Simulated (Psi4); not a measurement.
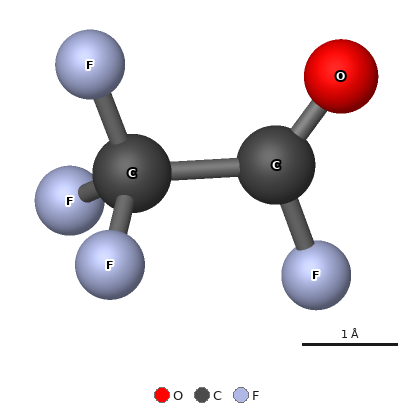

*The structure as given in the input (ball-and-stick view, seen at a tilt).*

Bond lengths as drawn: C–C 1.54 Å, C–F 1.32 to 1.33 Å and C–O 1.17 Å.

# Single-point calculation of C₂F₄O

- system: C₂F₄O, SMILES O=C(F)C(F)(F)F
- method: MP2/def2-QZVPP, RHF (Psi4 1.11)

The geometry was optimised with PBE0/def2-TZVP.

Output
```
=> Loading Basis Set <=

    Name: DEF2-QZVPP
    Role: ORBITAL
    Keyword: BASIS

         ---------------------------------------------------------
                                   SCF
                              RHF Reference
                        2 Threads,   3147 MiB Core
         ---------------------------------------------------------

  ==> Geometry <==

    Molecular point group: c1
    Full point group: C1

    Geometry (in Angstrom), charge = 0, multiplicity = 1:

       Center              X                  Y                   Z               Mass
    ------------   -----------------  -----------------  -----------------  -----------------
         O           -0.001523933038    -0.733621968480    -1.812783882322    15.994914619570
         C           -0.001523933038    -0.733621968480    -0.640794882322    12.000000000000
         F           -0.001523933038    -1.832607956946     0.101596515283    18.998403162730
         C            0.000435097154     0.506096040397     0.276210849851    12.000000000000
         F           -1.079119612107     0.493989852798     1.052098260478    18.998403162730
         F            1.081633704436     0.491508640739     1.050024248770    18.998403162730
         F            0.000980596309     1.608464602679    -0.447238149518    18.998403162730

  Running in c1 symmetry.

  Rotational constants: A =      0.12887  B =      0.08321  C =      0.06889 [cm^-1]
  Rotational constants: A =   3863.42052  B =   2494.58081  C =   2065.29141 [MHz]
  Nuclear repulsion =  336.965608970831909

  Charge       = 0
  Multiplicity = 1
  Electrons    = 56
  Nalpha       = 28
  Nbeta        = 28

  ==> Algorithm <==

  SCF Algorithm Type is DF.
  DIIS enabled.
  MOM disabled.
  Fractional occupation disabled.
  Guess Type is SAD.
  Energy threshold   = 1.00e-08
  Density threshold  = 1.00e-08
  Integral threshold = 1.00e-12

  ==> Primary Basis <==

  Basis Set: DEF2-QZVPP
    Blend: DEF2-QZVPP
    Number of shells: 119
    Number of basis functions: 399
    Number of Cartesian functions: 504
    Spherical Harmonics?: true
    Max angular momentum: 4

   => Loading Basis Set <=

    Name: (DEF2-QZVPP AUX)
    Role: JKFIT
    Keyword: DF_BASIS_SCF

  ==> Integral Setup <==

  DFHelper Memory: AOs need 0.615 GiB; user supplied 2.305 GiB.
  SCF_SUBTYPE=INCORE selected. In-core MEM_DF algorithm will be used.
  Using in-core AOs.

  ==> MemDFJK: Density-Fitted J/K Matrices <==

    J tasked:                   Yes
    K tasked:                   Yes
    wK tasked:                   No
    Memory [MiB]:              2360
    Algorithm:                 Core
    Schwarz Cutoff:           1E-12
    Mask sparsity (%):       8.8994
    Fitting Condition:        1E-10

   => Auxiliary Basis Set <=

  Basis Set: (DEF2-QZVPP AUX)
    Blend: DEF2-UNIVERSAL-JKFIT
    Number of shells: 175
    Number of basis functions: 535
    Number of Cartesian functions: 643
    Spherical Harmonics?: true
    Max angular momentum: 4

  Minimum eigenvalue in the overlap matrix is 9.0503176576E-05.
  Reciprocal condition number of the overlap matrix is 1.1106334048E-05.
    Using symmetric orthogonalization.

  ==> Pre-Iterations <==

  SCF Guess: Superposition of Atomic Densities via on-the-fly atomic UHF (no occupation information).

   -------------------------
    Irrep   Nso     Nmo
   -------------------------
     A        399     399
   -------------------------
    Total     399     399
   -------------------------

  ==> Iterations <==

                           Total Energy        Delta E     RMS |[F,P]|

   @DF-RHF iter SAD:  -547.78331526887951   -5.47783e+02   0.00000e+00
   @DF-RHF iter   1:  -548.43899196399911   -6.55677e-01   1.78936e-03 DIIS/ADIIS
   @DF-RHF iter   2:  -548.52843182759921   -8.94399e-02   1.36516e-03 DIIS/ADIIS
   @DF-RHF iter   3:  -548.61888277689218   -9.04509e-02   1.41869e-04 DIIS/ADIIS
   @DF-RHF iter   4:  -548.62085248669098   -1.96971e-03   7.17902e-05 DIIS
   @DF-RHF iter   5:  -548.62125837745839   -4.05891e-04   1.92799e-05 DIIS
   @DF-RHF iter   6:  -548.62132697679010   -6.85993e-05   7.84269e-06 DIIS
   @DF-RHF iter   7:  -548.62133875719087   -1.17804e-05   2.76675e-06 DIIS
   @DF-RHF iter   8:  -548.62134025185821   -1.49467e-06   1.09043e-06 DIIS
   @DF-RHF iter   9:  -548.62134047470238   -2.22844e-07   3.78549e-07 DIIS
   @DF-RHF iter  10:  -548.62134049558790   -2.08855e-08   7.78298e-08 DIIS
   @DF-RHF iter  11:  -548.62134049649808   -9.10177e-10   1.67006e-08 DIIS
   @DF-RHF iter  12:  -548.62134049653844   -4.03588e-11   3.83249e-09 DIIS
  Energy and wave function converged.

  ==> Post-Iterations <==

    Orbital Energies [Eh]
    ---------------------

    Doubly Occupied:

       1A    -26.377976     2A    -26.377693     3A    -26.377646
       4A    -26.375826     5A    -20.632548     6A    -11.559638
       7A    -11.473745     8A     -1.778576     9A     -1.710830
      10A     -1.679468    11A     -1.679133    12A     -1.486421
      13A     -1.068682    14A     -0.939528    15A     -0.876470
      16A     -0.870708    17A     -0.863749    18A     -0.776811
      19A     -0.768682    20A     -0.750248    21A     -0.741826
      22A     -0.738154    23A     -0.706406    24A     -0.705040
      25A     -0.688959    26A     -0.646855    27A     -0.590556
      28A     -0.540161

    Virtual:

      29A      0.097483    30A      0.156667    31A      0.163777
      32A      0.197041    33A      0.202448    34A      0.247131
      35A      0.249034    36A      0.265152    37A      0.327994
      38A      0.340466    39A      0.352419    40A      0.359570
      41A      0.402194    42A      0.409632    43A      0.417325
      44A      0.438828    45A      0.462542    46A      0.472477
      47A      0.524894    48A      0.525180    49A      0.525637
      50A      0.534083    51A      0.550835    52A      0.594496
      53A      0.607208    54A      0.607570    55A      0.648291
      56A      0.658772    57A      0.676713    58A      0.715274
      59A      0.749186    60A      0.758113    61A      0.782430
      62A      0.830205    63A      0.834618    64A      0.851732
      65A      0.907433    66A      0.934737    67A      0.935899
      68A      0.995368    69A      0.995563    70A      0.999074
      71A      1.049618    72A      1.085629    73A      1.172988
      74A      1.198632    75A      1.215942    76A      1.245949
      77A      1.249541    78A      1.321530    79A      1.489007
      80A      1.508371    81A      1.525290    82A      1.586474
      83A      1.589802    84A      1.592340    85A      1.617608
      86A      1.621570    87A      1.701938    88A      1.702485
      89A      1.749197    90A      1.781358    91A      1.798346
      92A      1.824200    93A      1.829677    94A      1.866148
      95A      1.889247    96A      1.899897    97A      1.908057
      98A      1.916461    99A      1.919004   100A      1.943074
     101A      1.952493   102A      1.966966   103A      1.970969
     104A      1.988839   105A      2.026726   106A      2.060062
     107A      2.085537   108A      2.101114   109A      2.115113
     110A      2.142484   111A      2.149978   112A      2.166796
     113A      2.189116   114A      2.196408   115A      2.231021
     116A      2.271175   117A      2.313240   118A      2.323824
     119A      2.353303   120A      2.371815   121A      2.372480
     122A      2.405940   123A      2.459453   124A      2.487051
     125A      2.515927   126A      2.591080   127A      2.617257
     128A      2.628250   129A      2.700617   130A      2.772525
     131A      2.879814   132A      2.881359   133A      2.906750
     134A      2.970006   135A      2.989240   136A      3.069616
     137A      3.095108   138A      3.123710   139A      3.145246
     140A      3.198416   141A      3.217523   142A      3.237753
     143A      3.271457   144A      3.296220   145A      3.414600
     146A      3.500005   147A      3.601865   148A      3.626767
     149A      3.672595   150A      3.750311   151A      3.780796
     152A      3.901629   153A      4.059866   154A      4.118702
     155A      4.252633   156A      4.260110   157A      4.297674
     158A      4.338045   159A      4.363291   160A      4.381444
     161A      4.402782   162A      4.414798   163A      4.418935
     164A      4.491567   165A      4.497360   166A      4.501726
     167A      4.508461   168A      4.529473   169A      4.537023
     170A      4.574477   171A      4.612056   172A      4.625683
     173A      4.658613   174A      4.714564   175A      4.760313
     176A      4.835119   177A      4.853088   178A      4.861333
     179A      4.884629   180A      4.919938   181A      4.959410
     182A      4.992494   183A      5.031607   184A      5.086870
     185A      5.156788   186A      5.161172   187A      5.222239
     188A      5.227620   189A      5.304843   190A      5.323022
     191A      5.337686   192A      5.382729   193A      5.445881
     194A      5.456709   195A      5.486271   196A      5.488137
     197A      5.564780   198A      5.592290   199A      5.593775
     200A      5.624521   201A      5.661087   202A      5.672349
     203A      5.732807   204A      5.764540   205A      5.837818
     206A      5.846903   207A      5.882766   208A      5.887335
     209A      5.932973   210A      5.979628   211A      5.992008
     212A      6.052883   213A      6.055913   214A      6.079728
     215A      6.083226   216A      6.106598   217A      6.123849
     218A      6.187671   219A      6.201904   220A      6.221353
     221A      6.289261   222A      6.297476   223A      6.315970
     224A      6.329994   225A      6.364680   226A      6.381883
     227A      6.419969   228A      6.450537   229A      6.469493
     230A      6.480085   231A      6.528029   232A      6.531379
     233A      6.584809   234A      6.585948   235A      6.688202
     236A      6.741630   237A      6.765995   238A      6.784162
     239A      6.822425   240A      6.844457   241A      6.890096
     242A      6.899889   243A      6.951880   244A      6.980111
     245A      7.011110   246A      7.047813   247A      7.080602
     248A      7.145886   249A      7.327755   250A      7.360709
     251A      7.376260   252A      7.405466   253A      7.455691
     254A      7.588893   255A      7.624235   256A      7.646061
     257A      7.693243   258A      7.713920   259A      7.757367
     260A      7.789533   261A      7.801163   262A      7.889147
     263A      7.947211   264A      7.950271   265A      8.089513
     266A      8.150131   267A      8.212290   268A      8.520518
     269A      8.693889   270A      9.242749   271A      9.339498
     272A      9.340294   273A      9.600713   274A      9.654584
     275A      9.772053   276A      9.803259   277A      9.888061
     278A      9.947011   279A     10.191422   280A     10.468185
     281A     10.482684   282A     10.824861   283A     10.911707
     284A     11.198881   285A     11.551879   286A     11.585493
     287A     11.895205   288A     11.910808   289A     11.928467
     290A     11.930787   291A     11.934271   292A     11.934517
     293A     11.935699   294A     11.937970   295A     11.938183
     296A     11.939063   297A     11.941837   298A     11.942742
     299A     11.972673   300A     11.976382   301A     11.994765
     302A     12.033060   303A     12.034059   304A     12.062353
     305A     12.134425   306A     12.136072   307A     12.176403
     308A     12.184597   309A     12.266227   310A     12.297830
     311A     12.332608   312A     12.342418   313A     12.390919
     314A     12.445050   315A     12.553845   316A     12.556107
     317A     12.600013   318A     12.657640   319A     12.679563
     320A     12.697074   321A     12.705535   322A     12.763310
     323A     12.824580   324A     12.859627   325A     12.864976
     326A     12.873720   327A     12.937196   328A     13.008588
     329A     13.160559   330A     13.915331   331A     14.261130
     332A     14.595703   333A     15.185528   334A     15.221812
     335A     15.239479   336A     15.250998   337A     15.262563
     338A     15.271335   339A     15.272905   340A     15.289172
     341A     15.298849   342A     15.431269   343A     15.457093
     344A     15.487710   345A     15.498280   346A     15.529825
     347A     15.553697   348A     15.618862   349A     15.654345
     350A     15.734228   351A     15.745851   352A     15.758060
     353A     16.035462   354A     16.169685   355A     16.266393
     356A     16.269089   357A     16.279562   358A     16.314386
     359A     16.335547   360A     16.356707   361A     16.456296
     362A     16.540544   363A     16.576842   364A     16.588673
     365A     16.609372   366A     16.662232   367A     16.746032
     368A     16.760523   369A     16.811005   370A     16.835990
     371A     16.928453   372A     16.954138   373A     16.966116
     374A     17.008029   375A     17.108370   376A     17.130061
     377A     17.173417   378A     17.354887   379A     17.403050
     380A     17.427459   381A     17.469475   382A     17.534780
     383A     17.548061   384A     17.582150   385A     17.617053
     386A     28.986600   387A     29.249738   388A     49.418785
     389A     55.832102   390A     55.851665   391A     55.955545
     392A     56.382244   393A    149.492202   394A    149.719018
     395A    256.580533   396A    289.130058   397A    289.158235
     398A    289.283010   399A    289.812354

    Final Occupation by Irrep:
              A
    DOCC [    28 ]
    NA   [    28 ]
    NB   [    28 ]

  @DF-RHF Final Energy:  -548.62134049653844

   => Energetics <=

    Nuclear Repulsion Energy =            336.9656089708319087
    One-Electron Energy =               -1431.6092249538460237
    Two-Electron Energy =                 546.0222754864756780
    Total Energy =                       -548.6213404965384370

Computation Completed

Properties will be evaluated at   0.000000,   0.000000,   0.000000 [a0]

Properties computed using the SCF density matrix

 Multipole Moments:

 ------------------------------------------------------------------------------------
     Multipole            Electronic (a.u.)      Nuclear  (a.u.)        Total (a.u.)
 ------------------------------------------------------------------------------------

 L = 1.  Multiply by 2.5417464519 to convert [e a0] to [Debye]
 Dipole X            :          0.0010264           -0.0018664           -0.0008401
 Dipole Y            :          0.7623486           -0.7217527            0.0405960
 Dipole Z            :          1.9848346           -1.6656941            0.3191405
 Magnitude           :                                                    0.3217132

 ------------------------------------------------------------------------------------

	total time  =         20 seconds =       0.33 minutes

  //>>>>>>>>>>>>>>>>>>>>>>>>>>>>>>>>>>>//
  //               DFMP2               //
  //<<<<<<<<<<<<<<<<<<<<<<<<<<<<<<<<<<<//

   => Loading Basis Set <=

    Name: (DEF2-QZVPP AUX)
    Role: RIFIT
    Keyword: DF_BASIS_MP2

	 --------------------------------------------------------
	                          DF-MP2
	      2nd-Order Density-Fitted Moller-Plesset Theory
	              RMP2 Wavefunction,   2 Threads

	 --------------------------------------------------------

   => Auxiliary Basis Set <=

  Basis Set: (DEF2-QZVPP AUX)
    Blend: DEF2-QZVPP-RI
    Number of shells: 231
    Number of basis functions: 987
    Number of Cartesian functions: 1337
    Spherical Harmonics?: true
    Max angular momentum: 5

	 --------------------------------------------------------
	                 NBF =   399, NAUX =   987
	 --------------------------------------------------------
	   CLASS    FOCC     OCC    AOCC    AVIR     VIR    FVIR
	   PAIRS       7      28      21     371     371       0
	 --------------------------------------------------------

	-----------------------------------------------------------
	 ==================> DF-MP2 Energies <====================
	-----------------------------------------------------------
	 Reference Energy          =    -548.6213404965384370 [Eh]
	 Singles Energy            =      -0.0000000000000000 [Eh]
	 Same-Spin Energy          =      -0.4263759569702990 [Eh]
	 Opposite-Spin Energy      =      -1.2255117642404159 [Eh]
	 Correlation Energy        =      -1.6518877212107148 [Eh]
	 Total Energy              =    -550.2732282177491925 [Eh]
	-----------------------------------------------------------
	 ================> DF-SCS-MP2 Energies <==================
	-----------------------------------------------------------
	 SCS Same-Spin Scale       =       0.3333333333333333 [-]
	 SCS Opposite-Spin Scale   =       1.2000000000000000 [-]
	 SCS Same-Spin Energy      =      -0.1421253189900996 [Eh]
	 SCS Opposite-Spin Energy  =      -1.4706141170884990 [Eh]
	 SCS Correlation Energy    =      -1.6127394360785987 [Eh]
	 SCS Total Energy          =    -550.2340799326170782 [Eh]
	-----------------------------------------------------------

	total time  =         11 seconds =       0.18 minutes
```

Standard output
```
total energy -550.27322822 hartree = -14973.69722 eV
CURRENT CORRELATION ENERGY                         -1.6518877212
CURRENT ENERGY                                   -550.2732282177
CURRENT REFERENCE ENERGY                         -548.6213404965
CUSTOM SCS-MP2 CORRELATION ENERGY                  -1.6127394361
CUSTOM SCS-MP2 TOTAL ENERGY                      -550.2340799326
DD SOLVATION ENERGY                                 0.0000000000
HF KINETIC ENERGY                                 548.1880716968
HF POTENTIAL ENERGY                             -1096.8094121934
HF TOTAL ENERGY                                  -548.6213404965
HF VIRIAL RATIO                                     2.0007903652
MP2 CORRELATION ENERGY                             -1.6518877212
MP2 DOUBLES ENERGY                                 -1.6518877212
MP2 OPPOSITE-SPIN CORRELATION ENERGY               -1.2255117642
MP2 SAME-SPIN CORRELATION ENERGY                   -0.4263759570
MP2 SINGLES ENERGY                                 -0.0000000000
MP2 TOTAL ENERGY                                 -550.2732282177
NUCLEAR REPULSION ENERGY                          336.9656089708
ONE-ELECTRON ENERGY                             -1431.6092249538
PCM POLARIZATION ENERGY                             0.0000000000
PE ENERGY                                           0.0000000000
SCF ITERATION ENERGY                             -548.6213404965
SCF ITERATIONS                                     12.0000000000
SCF TOTAL ENERGY                                 -548.6213404965
SCS-MP2 CORRELATION ENERGY                         -1.6127394361
SCS-MP2 TOTAL ENERGY                             -550.2340799326
TWO-ELECTRON ENERGY                               546.0222754865
```

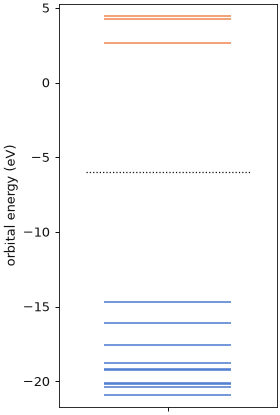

*Orbital energies near the frontier (SCF reference); the dotted line parts filled from empty levels, and levels within 0.02 eV of each other stand side by side.*

Highest filled −14.70 eV, lowest empty 2.65 eV, 17.35 eV apart.

The run was set up as follows.

The input (run.py)
```python
import psi4

psi4.set_memory(3300000000)
psi4.set_num_threads(2)
psi4.core.set_output_file('output.dat', False)

molecule = psi4.geometry("""
0 1
O
C 1 1.171989
F 2 1.326241 1 124.03997
C 2 1.542013 1 126.48989 3 179.90946
F 4 1.329506 2 109.79757 1 120.34622
F 4 1.329658 5 108.6955 2 -120.09188
F 4 1.318558 5 109.15626 6 -118.96511
symmetry c1
""")

psi4.set_options({
    'basis': 'def2-QZVPP',
    'reference': 'rhf',
    'scf_type': 'df',
    'num_frozen_docc': 7,
})

e_tot = psi4.energy("mp2")
print(f'total energy {e_tot:.8f} hartree = {e_tot * 27.211386:.5f} eV')
for k, v in sorted(psi4.core.scalar_variables().items()):
    print(f'{k:45s} {v:18.10f}')
```

Run as:
```bash
python run.py
```

Summary

- outcome: converged
- total energy: −550.273228 hartree
- SCF energy: −548.621340 hartree
- MP2 energy: −550.273228 hartree
- correlation energy: −1.651888 hartree
- basis functions: 399
- HOMO of the SCF reference: −14.70 eV
- LUMO of the SCF reference: 2.65 eV
- hardware: 2 threads of Intel Xeon @ 2.50GHz (Skylake/Cascade Lake), 189 GiB of memory available, shared host
- wall time: 33 s (CPU time 54 s)
- peak memory: 1.6 GiB
